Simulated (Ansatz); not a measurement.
# Run report: SiSbNH$_{6}$, nudged elastic band (part 1 of 2)

SiSbNH$_{6}$, computed with RHF/def2-SVP (Ansatz 0.2.0).

The run did not end well. It belongs to a series of runs on one base structure; here: band between the two ends.

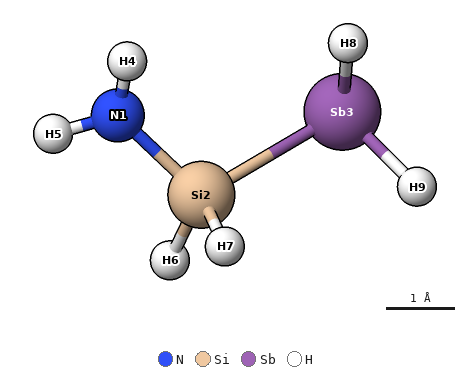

The starting structure (ball-and-stick view, seen at a tilt; atoms are numbered from 1 in the order of the input). Sticks mark near contacts.

## Input file
```yaml
crystal:
  periodic: [false, false, false]
  atoms:
    - { symbol: "N", position_ang: [-0.718737, 0.678897, -1.310913] }
    - { symbol: Si, position_ang: [0.225506, 0.684035, 0.136338] }
    - { symbol: Sb, position_ang: [-0.449904, -1.418573, 1.506839] }
    - { symbol: H, position_ang: [-0.699388, -0.100345, -1.939719] }
    - { symbol: H, position_ang: [-0.894359, 1.533476, -1.803946] }
    - { symbol: H, position_ang: [-0.130112, 1.903353, 0.899342] }
    - { symbol: H, position_ang: [1.697991, 0.707941, -0.065653] }
    - { symbol: H, position_ang: [0.01011, -2.48084, 0.256002] }
    - { symbol: H, position_ang: [1.047391, -1.554244, 2.304709] }
basis:
  gaussian: { orbitals: def2-SVP }
hamiltonian:
  xc: hf
neb:
  order_check: false
  images: 9
  f_tol: 0.05
  max_iterations: 60
  final_atoms:
    - { symbol: "N", position_ang: [-0.51958459, 0.91838565, -1.21461716] }
    - { symbol: Si, position_ang: [1.16923944, 0.28326096, -0.13112722] }
    - { symbol: Sb, position_ang: [-0.24850004, -1.54460342, 1.20813173] }
    - { symbol: H, position_ang: [-0.71766612, 0.28680136, -1.97506419] }
    - { symbol: H, position_ang: [-0.32112309, 1.81987894, -1.62113058] }
    - { symbol: H, position_ang: [0.8412189, 1.35634665, 0.8885474] }
    - { symbol: H, position_ang: [-1.35887817, 1.00623284, -0.66236062] }
    - { symbol: H, position_ang: [0.70131278, -2.89509825, 0.80386448] }
    - { symbol: H, position_ang: [0.5424789, -1.27750473, 2.68675516] }
  initial_path:
    images:
      - { positions_ang: [[-0.718737, 0.678897, -1.310913], [0.225506, 0.684035, 0.136338], [-0.449904, -1.418573, 1.506839], [-0.699388, -0.100345, -1.939719], [-0.894359, 1.533476, -1.803946], [-0.130112, 1.903353, 0.899342], [1.697991, 0.707941, -0.065653], [0.01011, -2.48084, 0.256002], [1.047391, -1.554244, 2.304709]] }
      - { positions_ang: [[-0.7136671, 0.69416801, -1.28941684], [0.22396269, 0.6713222, 0.16477457], [-0.46274628, -1.42945177, 1.49877523], [-0.64803282, -0.08304315, -1.91499647], [-0.78939441, 1.55401289, -1.78931991], [-0.10488338, 1.8833121, 0.94912904], [1.47496748, 0.6662245, -0.2493613], [0.07987473, -2.47778757, 0.26055073], [1.02841709, -1.52505721, 2.35286395]] }
      - { positions_ang: [[-0.7085972, 0.70943903, -1.26792068], [0.22241938, 0.6586094, 0.19321114], [-0.47558856, -1.44033055, 1.49071147], [-0.59667764, -0.06574131, -1.89027394], [-0.68442982, 1.57454977, -1.77469382], [-0.07965475, 1.86327121, 0.99891608], [1.25194397, 0.624508, -0.4330696], [0.14963946, -2.47473514, 0.26509946], [1.00944317, -1.49587041, 2.4010189]] }
      - { positions_ang: [[-0.70352729, 0.72471004, -1.24642452], [0.22087607, 0.6458966, 0.22164771], [-0.48843084, -1.45120932, 1.4826477], [-0.54532246, -0.04843946, -1.86555141], [-0.57946524, 1.59508666, -1.76006774], [-0.05442613, 1.84323031, 1.04870312], [1.02892045, 0.58279151, -0.61677789], [0.21940418, -2.47168271, 0.26964818], [0.99046926, -1.46668362, 2.44917385]] }
      - { positions_ang: [[-0.69845739, 0.73998106, -1.22492836], [0.21933276, 0.6331838, 0.25008428], [-0.50127312, -1.4620881, 1.47458394], [-0.49396728, -0.03113762, -1.84082888], [-0.47450065, 1.61562354, -1.74544165], [-0.0291975, 1.82318941, 1.09849016], [0.80589693, 0.54107501, -0.80048619], [0.28916891, -2.46863028, 0.27419691], [0.97149535, -1.43749682, 2.4973288]] }
      - { positions_ang: [[-0.69338749, 0.75525207, -1.2034322], [0.21778945, 0.62047101, 0.27852085], [-0.51411541, -1.47296687, 1.46652017], [-0.44261211, -0.01383577, -1.81610635], [-0.36953606, 1.63616043, -1.73081556], [-0.00396888, 1.80314851, 1.1482772], [0.58287342, 0.49935851, -0.98419449], [0.35893364, -2.46557785, 0.27874564], [0.95252143, -1.40831003, 2.54548375]] }
      - { positions_ang: [[-0.65862691, 0.78787879, -1.20566919], [0.40807945, 0.553029, 0.19659124], [-0.46099233, -1.48729418, 1.41484248], [-0.49762291, 0.04629165, -1.84789792], [-0.35985347, 1.67290413, -1.70887857], [0.16506868, 1.71378814, 1.09633124], [0.1945231, 0.60073338, -0.91982772], [0.42740947, -2.55148193, 0.38376941], [0.87051293, -1.38214897, 2.57373803]] }
      - { positions_ang: [[-0.62386633, 0.8205055, -1.20790619], [0.59836944, 0.48558699, 0.11466162], [-0.40786926, -1.50162149, 1.3631648], [-0.55263371, 0.10641908, -1.87968949], [-0.35017087, 1.70964783, -1.68694157], [0.33410623, 1.62442777, 1.04438528], [-0.19382722, 0.70210824, -0.85546094], [0.4958853, -2.63738601, 0.48879318], [0.78850442, -1.35598791, 2.60199231]] }
      - { positions_ang: [[-0.58910575, 0.85313222, -1.21014318], [0.78865944, 0.41814498, 0.03273201], [-0.35474618, -1.5159488, 1.31148711], [-0.60764452, 0.1665465, -1.91148105], [-0.34048828, 1.74639153, -1.66500457], [0.50314379, 1.53506739, 0.99243932], [-0.58217754, 0.80348311, -0.79109417], [0.56436112, -2.72329009, 0.59381695], [0.70649591, -1.32982685, 2.63024659]] }
      - { positions_ang: [[-0.55434517, 0.88575893, -1.21238017], [0.97894944, 0.35070297, -0.0491976], [-0.30162311, -1.53027611, 1.25980942], [-0.66265532, 0.22667393, -1.94327262], [-0.33080568, 1.78313523, -1.64306758], [0.67218135, 1.44570702, 0.94049336], [-0.97052786, 0.90485798, -0.7267274], [0.63283695, -2.80919417, 0.69884071], [0.6244874, -1.30366579, 2.65850087]] }
      - { positions_ang: [[-0.51958459, 0.91838565, -1.21461716], [1.16923944, 0.28326096, -0.13112722], [-0.24850004, -1.54460342, 1.20813173], [-0.71766612, 0.28680136, -1.97506419], [-0.32112309, 1.81987894, -1.62113058], [0.8412189, 1.35634665, 0.8885474], [-1.35887817, 1.00623284, -0.66236062], [0.70131278, -2.89509825, 0.80386448], [0.5424789, -1.27750473, 2.68675516]] }
```

Hardware: 1 thread of Arm Neoverse V1, 24 GiB of memory available, shared host.

Command:
```bash
ansatz run input.yaml --threads 1 --pin off --max-ram 2048MiB --backend cpu --events-out ev --progress --plain --runs-dir out
```

## Output
```
Engine: ansatz 0.2.0, aarch64-unknown-linux-gnu
Functional definition: HF
  exchange = exact_x
  correlation = 0
1031 factors; integrals over basis functions are off by at most 3.1e-4 eV
mean field evaluation 1: about -15943.7625 eV, gradient 2.9e1 eV
mean field evaluation 2: about -15943.8151 eV, gradient 2.9e1 eV
mean field evaluation 4: about -15946.0037 eV, gradient 2.5e0 eV
mean field evaluation 8: about -15946.0350 eV, gradient 5.0e-4 eV
mean field -15946.03502802 eV, -586.0059786690 hartree, gradient 9.0e-6 eV, S^2 0.000000; 0 other end points of the search recorded, 0 dependent functions left out
the calculation of the forces begins
reference -15946.03502802 eV, -586.0059786690 hartree; 25, 25 occupied and 63, 63 virtual orbitals, 1031 factors
1031 factors; integrals over basis functions are off by at most 1.0e-3 eV
mean field evaluation 16: about -15944.6962 eV, gradient 4.7e-1 eV
mean field -15944.69809209 eV, -585.9568471796 hartree, gradient 1.9e-5 eV, S^2 0.000000; 0 other end points of the search recorded, 0 dependent functions left out
[... from here on the field's lines of each further geometry are left out, up to the last ...]
NEB iter   1: max|band force component| = 2.952e2 eV/Å  barrier→ = 45.4644 eV  barrier← = 44.1275 eV  Δτ_max = 0.2000 Å  (371 SCF iters)
NEB iter   2: max|band force component| = 6.135e1 eV/Å  barrier→ = 11.5573 eV  barrier← = 10.2203 eV  Δτ_max = 0.2000 Å  (291 SCF iters)
NEB iter   3: max|band force component| = 4.080e1 eV/Å  barrier→ = 7.5730 eV  barrier← = 6.2361 eV  Δτ_max = 0.2000 Å  (283 SCF iters)
NEB iter   4: max|band force component| = 1.614e1 eV/Å  barrier→ = 4.2380 eV  barrier← = 2.9010 eV  Δτ_max = 0.1979 Å  (284 SCF iters)
NEB iter   5: max|band force component| = 6.372e0 eV/Å  barrier→ = 4.5780 eV  barrier← = 3.2410 eV  Δτ_max = 0.1953 Å  (289 SCF iters)
NEB iter   6: max|band force component| = 6.753e0 eV/Å  barrier→ = 4.4601 eV  barrier← = 3.1231 eV  Δτ_max = 0.1005 Å  (289 SCF iters)
NEB iter   7: max|band force component| = 3.466e0 eV/Å  barrier→ = 3.9465 eV  barrier← = 2.6096 eV  Δτ_max = 0.1000 Å  (288 SCF iters)
NEB iter   8: max|band force component| = 2.853e0 eV/Å  barrier→ = 3.3222 eV  barrier← = 1.9853 eV  Δτ_max = 0.1008 Å  (292 SCF iters)
NEB iter   9: max|band force component| = 3.034e0 eV/Å  barrier→ = 3.5442 eV  barrier← = 2.2072 eV  Δτ_max = 0.0501 Å  (291 SCF iters)
NEB iter  10: max|band force component| = 2.063e0 eV/Å  barrier→ = 3.6736 eV  barrier← = 2.3367 eV  Δτ_max = 0.0501 Å  (296 SCF iters)
NEB iter  11: max|band force component| = 1.640e0 eV/Å  barrier→ = 3.6892 eV  barrier← = 2.3523 eV  Δτ_max = 0.1004 Å  (293 SCF iters)
NEB iter  12: max|band force component| = 1.476e0 eV/Å  barrier→ = 3.8768 eV  barrier← = 2.5399 eV  Δτ_max = 0.2000 Å  (302 SCF iters)
NEB iter  13: max|band force component| = 2.551e0 eV/Å  barrier→ = 3.7522 eV  barrier← = 2.4153 eV  Δτ_max = 0.1075 Å  (300 SCF iters)
NEB iter  14: max|band force component| = 2.283e0 eV/Å  barrier→ = 3.3254 eV  barrier← = 1.9885 eV  Δτ_max = 0.1009 Å  (297 SCF iters)
NEB iter  15: max|band force component| = 2.349e0 eV/Å  barrier→ = 2.7732 eV  barrier← = 1.4363 eV  Δτ_max = 0.0501 Å  (298 SCF iters)
NEB iter  16: max|band force component| = 2.607e0 eV/Å  barrier→ = 2.6162 eV  barrier← = 1.2793 eV  Δτ_max = 0.1004 Å  (288 SCF iters)
NEB iter  17: max|band force component| = 2.853e0 eV/Å  barrier→ = 2.6948 eV  barrier← = 1.3579 eV  Δτ_max = 0.1016 Å  (300 SCF iters)
NEB iter  18: max|band force component| = 2.381e0 eV/Å  barrier→ = 2.8555 eV  barrier← = 1.5185 eV  Δτ_max = 0.2000 Å  (301 SCF iters)
NEB iter  19: max|band force component| = 1.572e0 eV/Å  barrier→ = 3.8837 eV  barrier← = 2.5468 eV  Δτ_max = 0.2000 Å  (299 SCF iters)
NEB iter  20: max|band force component| = 1.110e0 eV/Å  barrier→ = 4.4062 eV  barrier← = 3.0692 eV  Δτ_max = 0.1966 Å  (304 SCF iters)
NEB iter  21: max|band force component| = 2.312e0 eV/Å  barrier→ = 3.7318 eV  barrier← = 2.3948 eV  Δτ_max = 0.0997 Å  (285 SCF iters)
NEB iter  22: max|band force component| = 1.605e0 eV/Å  barrier→ = 3.3241 eV  barrier← = 1.9872 eV  Δτ_max = 0.1007 Å  (308 SCF iters)
NEB iter  23: max|band force component| = 3.122e0 eV/Å  barrier→ = 2.9390 eV  barrier← = 1.6020 eV  Δτ_max = 0.0501 Å  (275 SCF iters)
NEB iter  24: max|band force component| = 1.705e0 eV/Å  barrier→ = 2.6887 eV  barrier← = 1.3517 eV  Δτ_max = 0.1011 Å  (300 SCF iters)
NEB iter  25: max|band force component| = 1.540e0 eV/Å  barrier→ = 2.4165 eV  barrier← = 1.0796 eV  Δτ_max = 0.2000 Å  (300 SCF iters)
NEB iter  26: max|band force component| = 2.064e0 eV/Å  barrier→ = 2.4166 eV  barrier← = 1.0797 eV  Δτ_max = 0.1932 Å  (300 SCF iters)
NEB iter  27: max|band force component| = 1.046e0 eV/Å  barrier→ = 2.4150 eV  barrier← = 1.0781 eV  Δτ_max = 0.1545 Å  (305 SCF iters)
NEB iter  28: max|band force component| = 6.672e-1 eV/Å  barrier→ = 2.4153 eV  barrier← = 1.0784 eV  Δτ_max = 0.0629 Å  (297 SCF iters)
NEB iter  29: max|band force component| = 4.363e-1 eV/Å  barrier→ = 2.4148 eV  barrier← = 1.0778 eV  CI = image 7  Δτ_max = 0.1371 Å  (274 SCF iters)
NEB iter  30: max|band force component| = 3.280e-1 eV/Å  barrier→ = 2.4133 eV  barrier← = 1.0764 eV  CI = image 7  Δτ_max = 0.1125 Å  (290 SCF iters)
NEB iter  31: max|band force component| = 2.730e0 eV/Å  barrier→ = 2.8227 eV  barrier← = 1.4858 eV  CI = image 2  Δτ_max = 0.2000 Å  (272 SCF iters)
NEB iter  32: max|band force component| = 5.021e-1 eV/Å  barrier→ = 2.4121 eV  barrier← = 1.0751 eV  CI = image 7  Δτ_max = 0.1629 Å  (269 SCF iters)
NEB iter  33: max|band force component| = 2.790e0 eV/Å  barrier→ = 2.6634 eV  barrier← = 1.3264 eV  CI = image 2  Δτ_max = 0.2000 Å  (295 SCF iters)
NEB iter  34: max|band force component| = 7.138e-1 eV/Å  barrier→ = 2.4108 eV  barrier← = 1.0738 eV  CI = image 7  Δτ_max = 0.2000 Å  (305 SCF iters)
NEB iter  35: max|band force component| = 6.093e-1 eV/Å  barrier→ = 2.4100 eV  barrier← = 1.0731 eV  CI = image 7  Δτ_max = 0.1304 Å  (277 SCF iters)
NEB iter  36: max|band force component| = 4.242e-1 eV/Å  barrier→ = 2.4092 eV  barrier← = 1.0723 eV  CI = image 7  Δτ_max = 0.0804 Å  (297 SCF iters)
NEB iter  37: max|band force component| = 2.593e-1 eV/Å  barrier→ = 2.4084 eV  barrier← = 1.0715 eV  CI = image 7  Δτ_max = 0.1392 Å  (298 SCF iters)
NEB iter  38: max|band force component| = 3.724e-1 eV/Å  barrier→ = 2.4078 eV  barrier← = 1.0708 eV  CI = image 7  Δτ_max = 0.0701 Å  (288 SCF iters)
NEB iter  39: max|band force component| = 1.731e-1 eV/Å  barrier→ = 2.4073 eV  barrier← = 1.0704 eV  CI = image 7  Δτ_max = 0.0701 Å  (276 SCF iters)
NEB iter  40: max|band force component| = 1.853e-1 eV/Å  barrier→ = 2.4069 eV  barrier← = 1.0700 eV  CI = image 7  Δτ_max = 0.0351 Å  (261 SCF iters)
NEB iter  41: max|band force component| = 1.691e-1 eV/Å  barrier→ = 2.4066 eV  barrier← = 1.0696 eV  CI = image 7  Δτ_max = 0.0176 Å  (266 SCF iters)
NEB iter  42: max|band force component| = 1.392e-1 eV/Å  barrier→ = 2.4064 eV  barrier← = 1.0694 eV  CI = image 7  Δτ_max = 0.0176 Å  (247 SCF iters)
NEB iter  43: max|band force component| = 1.476e-1 eV/Å  barrier→ = 2.4061 eV  barrier← = 1.0692 eV  CI = image 7  Δτ_max = 0.0352 Å  (246 SCF iters)
NEB iter  44: max|band force component| = 1.381e-1 eV/Å  barrier→ = 2.4058 eV  barrier← = 1.0688 eV  CI = image 7  Δτ_max = 0.0441 Å  (276 SCF iters)
NEB iter  45: max|band force component| = 8.506e-2 eV/Å  barrier→ = 2.4057 eV  barrier← = 1.0687 eV  CI = image 7  Δτ_max = 0.0512 Å  (284 SCF iters)
NEB iter  46: max|band force component| = 1.208e-1 eV/Å  barrier→ = 2.4059 eV  barrier← = 1.0689 eV  CI = image 7  Δτ_max = 0.0257 Å  (289 SCF iters)
NEB iter  47: max|band force component| = 1.091e-1 eV/Å  barrier→ = 2.4060 eV  barrier← = 1.0690 eV  CI = image 7  Δτ_max = 0.0257 Å  (261 SCF iters)
NEB iter  48: max|band force component| = 1.001e-1 eV/Å  barrier→ = 2.4059 eV  barrier← = 1.0690 eV  CI = image 7  Δτ_max = 0.0257 Å  (274 SCF iters)
NEB iter  49: max|band force component| = 9.425e-2 eV/Å  barrier→ = 2.4057 eV  barrier← = 1.0688 eV  CI = image 7  Δτ_max = 0.0257 Å  (272 SCF iters)
NEB iter  50: max|band force component| = 8.092e-2 eV/Å  barrier→ = 2.4054 eV  barrier← = 1.0685 eV  CI = image 7  Δτ_max = 0.0256 Å  (274 SCF iters)
NEB iter  51: max|band force component| = 7.452e-2 eV/Å  barrier→ = 2.4054 eV  barrier← = 1.0685 eV  CI = image 7  Δτ_max = 0.0256 Å  (271 SCF iters)
NEB iter  52: max|band force component| = 6.677e-2 eV/Å  barrier→ = 2.4057 eV  barrier← = 1.0687 eV  CI = image 7  Δτ_max = 0.0256 Å  (276 SCF iters)
NEB iter  53: max|band force component| = 6.737e-2 eV/Å  barrier→ = 2.4052 eV  barrier← = 1.0683 eV  CI = image 7  Δτ_max = 0.0128 Å  (285 SCF iters)
NEB iter  54: max|band force component| = 6.987e-2 eV/Å  barrier→ = 2.4052 eV  barrier← = 1.0683 eV  CI = image 7  Δτ_max = 0.0128 Å  (247 SCF iters)
NEB iter  55: max|band force component| = 7.165e-2 eV/Å  barrier→ = 2.4053 eV  barrier← = 1.0683 eV  CI = image 7  Δτ_max = 0.0256 Å  (245 SCF iters)
NEB iter  56: max|band force component| = 6.974e-2 eV/Å  barrier→ = 2.4054 eV  barrier← = 1.0684 eV  CI = image 7  Δτ_max = 0.0513 Å  (275 SCF iters)
NEB iter  57: max|band force component| = 9.454e-2 eV/Å  barrier→ = 2.4054 eV  barrier← = 1.0685 eV  CI = image 7  Δτ_max = 0.0257 Å  (270 SCF iters)
NEB iter  58: max|band force component| = 8.567e-2 eV/Å  barrier→ = 2.4055 eV  barrier← = 1.0686 eV  CI = image 7  Δτ_max = 0.0256 Å  (273 SCF iters)
NEB iter  59: max|band force component| = 9.398e-2 eV/Å  barrier→ = 2.4055 eV  barrier← = 1.0685 eV  CI = image 7  Δτ_max = 0.0128 Å  (272 SCF iters)
the calculation of the forces begins
reference -15943.74199493 eV, -585.9217112572 hartree; 25, 25 occupied and 63, 63 virtual orbitals, 1023 factors
these checks for a lower state are left out or cut short: starts, cluster_reference, orbital_swaps, neighbouring_geometries, increment
1031 factors; integrals over basis functions are off by at most 1.2e-3 eV
mean field evaluation 3648: about -15944.0527 eV, gradient 1.8e-4 eV
mean field -15944.05270872 eV, -585.9331297783 hartree, gradient 2.6e-5 eV, S^2 0.000000; 0 other end points of the search recorded, 0 dependent functions left out
the calculation of the forces begins
reference -15944.05270872 eV, -585.9331297783 hartree; 25, 25 occupied and 63, 63 virtual orbitals, 1031 factors
NEB iter  60: max|band force component| = 8.228e-2 eV/Å  barrier→ = 2.4055 eV  barrier← = 1.0685 eV  CI = image 7  Δτ_max = 0.0247 Å  (241 SCF iters)
```
